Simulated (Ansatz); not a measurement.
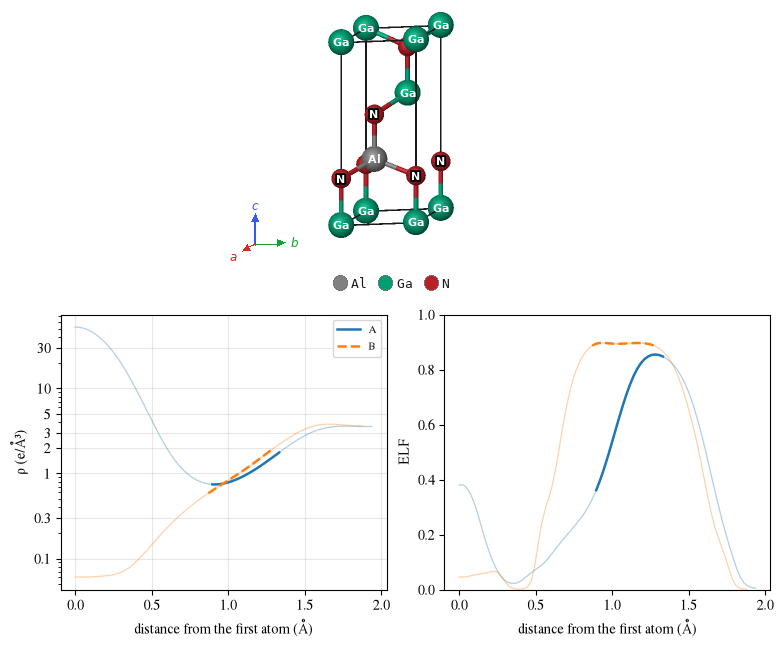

Figure. AlGa₂N₃. Valence pseudo-density and ELF along straight lines between neighbouring atoms. Thin, pale parts lie inside the atomic spheres. The structure is drawn too.

Space group P3m1; a structure generated by program, which may or may not match a known phase; changed on purpose from its base cell (volume × 0.97, shape and atoms relaxed); computed pressure about 6 GPa in this cell.

Method: DFT PBE, scalar-relativistic, plane waves, PAW in Ansatz 0.2.0.

The density is the valence pseudo-density of a PAW calculation; it isn't the true density close to the nuclei.

Which curve belongs to which contact (Al–N and Ga–N)? The first atom named is at distance zero.

Answer. Curve A: Ga–N (1.94 Å): ρ at the midpoint is about 0.76 e/Å³; the ELF peaks at about 0.85 in the valence shell of N, 0.7 Å from its nucleus, and is about 0.50 at the midpoint. Curve B: Al–N (1.88 Å): ρ at the midpoint is about 0.71 e/Å³; the ELF peaks at about 0.90 between the atoms: a polar covalent bond.
